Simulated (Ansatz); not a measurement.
# Sn3GeCl: from a guess to a relaxed structure, part 2 of 2

Where does this trial cell of Sn3GeCl go when cell and atoms are let free?

Ansatz 0.2.0; DFT PBE, scalar-relativistic, plane waves, PAW. The steps go on from the part before.

**4. Full relaxation**

The end of the coarse run is made exact in the group found at a tolerance of 0.06 Å and reduced to its primitive cell.

input.yaml reads:

```yaml
crystal:
  lattice:
    - [5.4767712026, 0.0, 0.0]
    - [0.0, 5.4767712026, 0.0]
    - [0.0, 0.0, 5.4767712026]
  atoms:
    - { symbol: Sn, position: [0.5, 0.0, 0.0] }
    - { symbol: Sn, position: [0.0, 0.5, 0.0] }
    - { symbol: Sn, position: [0.0, 0.0, 0.5] }
    - { symbol: Ge, position: [0.0, 0.0, 0.0] }
    - { symbol: Cl, position: [0.5, 0.5, 0.5] }
basis:
  ecutwfc: 420
kpoints:
  mp_grid: { grid: [8, 8, 8] }
hamiltonian:
  xc: pbe
scf:
  occupations: { method: gaussian, width: 0.1 }
output:
  forces: true
  stress: true
  eigenvalues: true
  write_density: true
  write_potential: true
  elf: true
  volumetric_format: npy
relax:
  adjacent_minimum: "off"
  f_tol: 0.01
  max_steps: 80
  cell: { stress_tol: 0.05 }
```

Started as:

```sh
$ ansatz run input.yaml --threads 1 --pin off --max-ram 2048MiB --backend cpu --events-out ev --progress --plain --runs-dir out
```

The program printed (excerpt; [...] marks lines left out):

```text
Warning: RAYON_NUM_THREADS=1 ignored (pool sized by the plan → 1); use --threads N
[...]
Pseudopotentials: kind: paw
Pseudopotential: Sn, paw, valence charge 14, recommended cutoff 420 eV (normal), Sn.paw.azcp
Pseudopotential: Ge, paw, valence charge 14, recommended cutoff 420 eV (normal), Ge.paw.azcp
Pseudopotential: Cl, paw, valence charge 7, recommended cutoff 420 eV (normal), Cl.paw.azcp
Functional definition: PBE
[...]
Crystal: 5 atoms, lattice volume = 164.276 Å³
Basis set: ecut = 420 eV, 3191 PW (Γ), exchange–correlation on 80×80×80 points (8 copies of the dense FFT grid, shifted against one another)
Bands: 38, of which v1, the nominal top of the filled ones, is band 32 counted from 1 (31 counted from 0)
Symmetry: 48 space group operations
Space group: Pm-3m (ITA 221), of the structure as read, at distance tolerance 5.5e-5 Å
k-points: 35 of 512
[...]
        0.000000      -0.000000       0.034224
  P = ⅓ Tr σ = 0.0342 GPa (0.342 kbar)
--- Band table (eV; the first three rows and the last of 35) ---
[...]
--- Relaxed structure (2 steps of the walk, 2 accepted, 1 SCFs on fresh bases) ---
  F+E_penalty+E_count = -23445.44216741 eV   max|allowed force component| = 3.450e-29 eV/Å   (the final SCF, on the basis selected at the relaxed cell)
  cell:  # Å, volume = 164.6848 Å³
    - [5.481311439670453, 1.2538606408771066e-36, -1.6049416203226965e-35]
    - [3.3352693047331034e-35, 5.481311439670453, 0.0]
    - [-1.6049416203226965e-35, 0.0, 5.481311439670453]
  atoms:
    - { symbol: Sn, position: [0.49999999999999994, -1.053131258303533e-37, -1.0989195738819444e-37] }
    - { symbol: Sn, position: [-2.7472989347048683e-36, 0.49999999999999994, -6.410364180978025e-38] }
    - { symbol: Sn, position: [-2.7472989347048676e-36, 5.494597869409734e-38, 0.49999999999999994] }
    - { symbol: Ge, position: [-1.8315326231365786e-36, 3.205182090489011e-38, 1.1904962050387761e-37] }
    - { symbol: Cl, position: [0.49999999999999994, 0.49999999999999994, 0.49999999999999994] }
```

It took 46 s on 1 thread of Arm Neoverse V1, shared host; peak memory 0.51 GiB.

Relaxation path:

```
step  energy from step 1 (eV/cell)  largest force component (eV/Å)  pressure (GPa)  volume (Å³)
   1                        0.0000                          0.0000            0.10       164.28
   2                       -0.0001                          0.0000            0.03       164.68
   3                       -0.0002                          0.0000            0.03       164.68
```

Step 1 is the start. Step 3 repeats the geometry before it on a plane-wave basis chosen anew for that cell, so its energy need not be comparable with the rows above.

|  | before | after | change |
| --- | --- | --- | --- |
| a (Å) | 5.477 | 5.481 | +0.1 % |
| b (Å) | 5.477 | 5.481 | +0.1 % |
| c (Å) | 5.477 | 5.481 | +0.1 % |
| volume (Å³/atom) | 32.86 | 32.94 | +0.2 % |
| shortest distance (Å) | 2.738 | 2.741 | +0.1 % |
| space group (0.01 Å) | Pm-3m | Pm-3m | same |

The run keeps the 48 symmetry operations of the start, so it could not have lowered the symmetry.

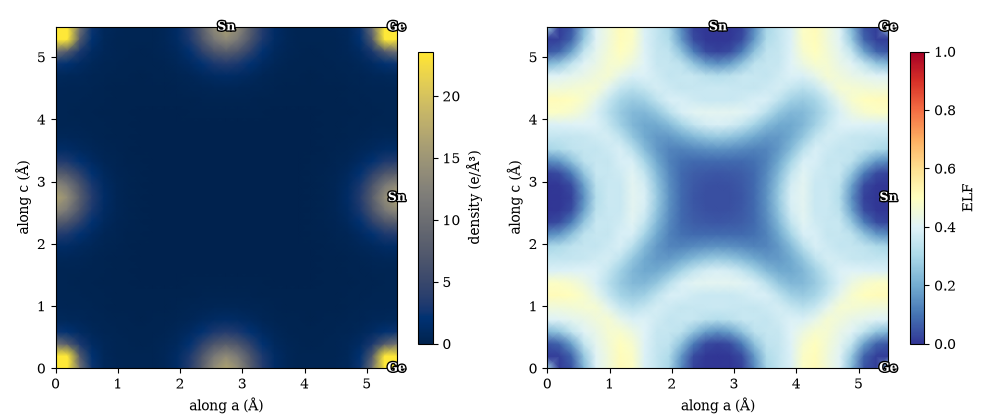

Density (left) and ELF (right) in a lattice plane of the grid's cell (edges 5.48 and 5.48 Å, at 0.000 of the third edge), which holds Sn and Ge. Only atoms in the plane are labelled; the density scale stops at 23.59 e/Å³. Both are smooth fields of the valence electrons: close to the nuclei they are not physical.

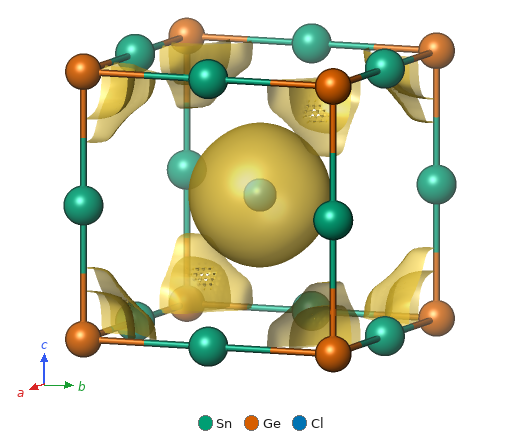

Surface of ELF = 0.45, drawn in one cell.

The highest ELF values outside the cores: 0.87 in the shell around Cl, 0.8 Å from Cl; 0.51 on the Ge–Sn line, 1.2 Å from Ge.

**5. A run with other settings**

input.yaml reads:

```yaml
crystal:
  lattice:
    - [5.4813114397, 0.0, 0.0]
    - [0.0, 5.4813114397, 0.0]
    - [0.0, 0.0, 5.4813114397]
  atoms:
    - { symbol: Sn, position: [0.5, 0.0, 0.0] }
    - { symbol: Sn, position: [0.0, 0.5, 0.0] }
    - { symbol: Sn, position: [0.0, 0.0, 0.5] }
    - { symbol: Ge, position: [0.0, 0.0, 0.0] }
    - { symbol: Cl, position: [0.5, 0.5, 0.5] }
basis:
  ecutwfc: 420
kpoints:
  mp_grid: { grid: [8, 8, 8] }
hamiltonian:
  xc: pbe
scf:
  occupations: { method: gaussian, width: 0.1 }
  max_iter: 60
output:
  forces: true
  eigenvalues: true
  stress: true
ENCUT: 60
```

Started as:

```sh
$ ansatz run input.yaml --threads 1 --pin off --max-ram 2048MiB --backend cpu --events-out ev --progress --plain --runs-dir out
```

The program printed:

```text
Error: YAML parse error: error: line 25 column 1: unknown field `ENCUT`, expected one of crystal, accuracy, basis, kpoints, hamiltonian, magnetization, projection, total_charge, correlation, batch, efield, external_charges, scf, relax, neb, saddle, md, ramp, phonons, dielectric, real_time, elastic, magnetic_configurations, gw, evaluate, workflow, output, checkpoint, execution
  --> <input>:25:1
   |
23 |   eigenvalues: true
24 |   stress: true
25 | ENCUT: 60
   | ^ unknown field `ENCUT`, expected one of crystal, accuracy, basis, kpoints, hamiltonian, magnetization, projection, total_charge, correlation, batch, efield, external_charges, scf, relax, neb, saddle, md, ramp, phonons, dielectric, real_time, elastic, magnetic_configurations, gw, evaluate, workflow, output, checkpoint, execution
```

Wall time 0.02 s (1 thread of Arm Neoverse V1, shared host); peak memory 0.022 GiB.

**6. What went wrong**

The run ended at the input check. It says: «line 25 column 1: unknown field `ENCUT`, expected one of crystal, accuracy, basis, kpoints, hamiltonian, magnetization, ...»

Look at the input: ENCUT is 60. The input holds a keyword that this program doesn't have at that place; such names come from other codes or other sections.

The cure: delete ENCUT.

**7. What came out**

The summary covers parts 1 to 2. Changes of volume or cell count from the first structure of part 1.

```
                                                                       quantity                                                                      value
                                         symmetry at the end (tolerance 0.05 Å)                                                space group Pm-3m (No. 221)
                                                              conventional cell  a = 5.481 Å, b = 5.481 Å, c = 5.481 Å, α = 90.00°, β = 90.00°, γ = 90.00°
                                                                         volume                                                              32.94 Å³/atom
energy over the elements (uncorrected; H, N, O, F and Cl as molecules), grey Sn                                                              +0.33 eV/atom
                                                                gap on the mesh                                                               none (metal)
```

**Reading.** The space group Pm-3m (No. 221) is kept, and the volume per atom grows by 53.9 % from the first guess. The formation energy is positive, so the separate elements lie lower. No finished test with a distortion of lower symmetry is shown, so the end may be a saddle point. The final runs have no spin polarisation, so no magnetic state was tried and one may lie lower.
